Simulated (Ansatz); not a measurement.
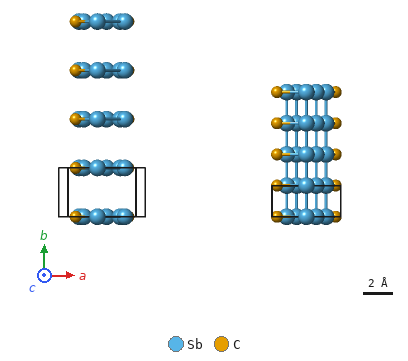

Two geometries of solid Sb5C2 (a generated structure, set up in P2/m) (coarse preliminary run), drawn at one scale. One is the start of a relaxation, the other its converged end. A ball-and-stick model of the cell of the calculation, repeated 1 × 4 × 1 with one cell outlined, seen along the c axis.

Method: Ansatz 0.2.0, DFT PBE, scalar-relativistic, plane waves, PAW. Settings: plane-wave cutoff 420 eV; k-point mesh 4 × 8 × 4; occupations gaussian; smearing width 0.1 eV; no spin polarisation; cell and atoms relaxed; force threshold 0.04 eV/Å; at most 70 steps.

Which geometry has the lower energy?

Answer. The left one is the relaxed one. The largest moves relative to the cell, 1.21 Å, are those of Sb atoms. By element the largest moves are Sb 1.21 Å, C 1.02 Å. The volume changes by +147.1 %, with a 4.862 → 5.601 Å (+15.2 %), b 2.175 → 3.406 Å (+56.6 %), c 6.971 → 10.002 Å (+43.5 %), β 98.9° → 109.4°. Near-neighbour distances that change, for instance: Sb–Sb 2.206 → 4.086 Å, Sb–Sb 2.175 → 3.406 Å, Sb–Sb 2.162 → 3.150 Å, Sb–Sb 2.170 → 3.118 Å. Bonds break: Sb–Sb (2.21 → 4.09 Å). Among the angles between lasting bonds that change: Sb–C–Sb 178.0° → 112.9°, Sb–Sb–C 91.0° → 150.4°, Sb–Sb–C 178.8° → 135.9°. The space group stays P2/m (No. 10). After 25 accepted moves (29 points after the start) the energy has fallen by 8455 meV per atom. The largest force component goes from 14 to 0.03 eV/Å. The pressure goes from 384.45 to 0.01 GPa. The line search rejected the trial step at point 19 of the run. At 3 points the geometry stayed and the basis and grid were re-selected for the new cell (energy shift of 298 meV per atom at most each time). Cost: 8.5 min on 1 thread of Arm Neoverse V2, on a shared host, peak memory 0.59 GiB.
